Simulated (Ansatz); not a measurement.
System: Ti$_{2}$Hg.

```cif
data_structure
_symmetry_space_group_name_H-M 'P 1'
_symmetry_Int_Tables_number 1
_cell_length_a 7.5910
_cell_length_b 7.5910
_cell_length_c 7.5910
_cell_angle_alpha 90.000
_cell_angle_beta 90.000
_cell_angle_gamma 90.000
_cell_volume 437.41
loop_
_atom_site_label
_atom_site_type_symbol
_atom_site_fract_x
_atom_site_fract_y
_atom_site_fract_z
_atom_site_occupancy
Ti1 Ti 0.12500 0.12500 0.12500 1
Ti2 Ti 0.62500 0.62500 0.12500 1
Ti3 Ti 0.62500 0.12500 0.62500 1
Ti4 Ti 0.12500 0.62500 0.62500 1
Ti5 Ti 0.12500 0.37500 0.37500 1
Ti6 Ti 0.62500 0.87500 0.37500 1
Ti7 Ti 0.62500 0.37500 0.87500 1
Ti8 Ti 0.12500 0.87500 0.87500 1
Ti9 Ti 0.37500 0.37500 0.12500 1
Ti10 Ti 0.87500 0.87500 0.12500 1
Ti11 Ti 0.87500 0.37500 0.62500 1
Ti12 Ti 0.37500 0.87500 0.62500 1
Ti13 Ti 0.37500 0.12500 0.37500 1
Ti14 Ti 0.87500 0.62500 0.37500 1
Ti15 Ti 0.87500 0.12500 0.87500 1
Ti16 Ti 0.37500 0.62500 0.87500 1
Hg1 Hg 0.50000 0.00000 0.00000 1
Hg2 Hg 0.00000 0.50000 0.00000 1
Hg3 Hg 0.00000 0.00000 0.50000 1
Hg4 Hg 0.50000 0.50000 0.50000 1
Hg5 Hg 0.75000 0.25000 0.25000 1
Hg6 Hg 0.25000 0.75000 0.25000 1
Hg7 Hg 0.25000 0.25000 0.75000 1
Hg8 Hg 0.75000 0.75000 0.75000 1
```

Space group Fd-3m; started from the cubic Laves (C15)_227 prototype, which need not be the ambient phase; computed without spin polarisation.

Method: DFT PBE, scalar-relativistic, plane waves, PAW in Ansatz.

What will maps of the valence pseudo-density and electron localisation function show?

Answer. Ti–Ti (2.68 Å): ρ is about 0.27 e/Å³ halfway; the ELF is about 0.25 at the midpoint: no shared electron pair shows on this line.
Ti–Hg (3.15 Å): ρ is about 0.17 e/Å³ halfway, with its minimum of 0.15 e/Å³ about 1.4 Å from Ti; the ELF is about 0.30 at the midpoint: no shared electron pair shows on this line.

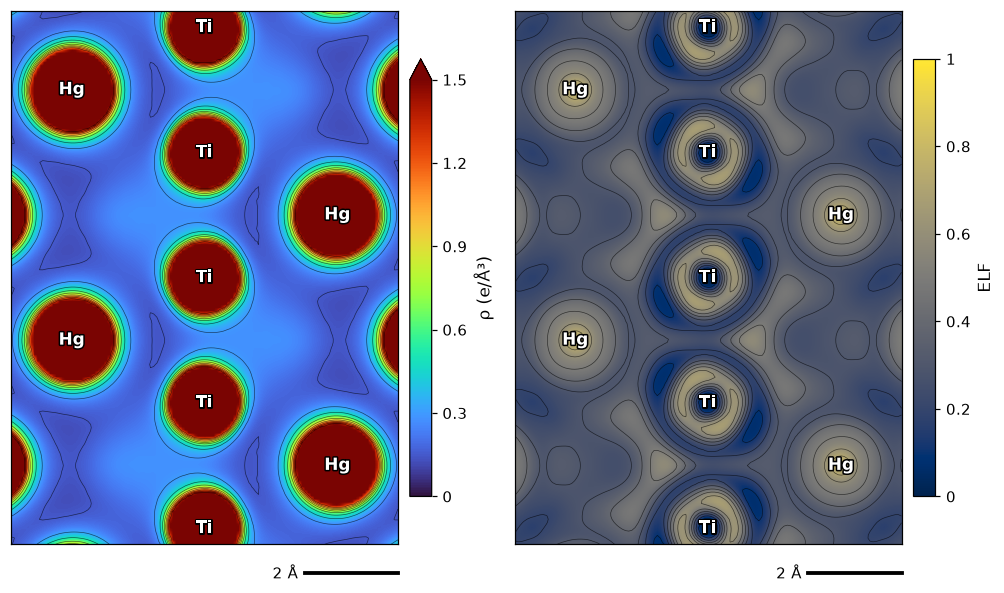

Computed valence pseudo-density and electron localisation function on the (110) plane of the conventional cell, in this order. 

Core electrons are frozen (PAW), and the valence fields are smoothed inside the atomic spheres.
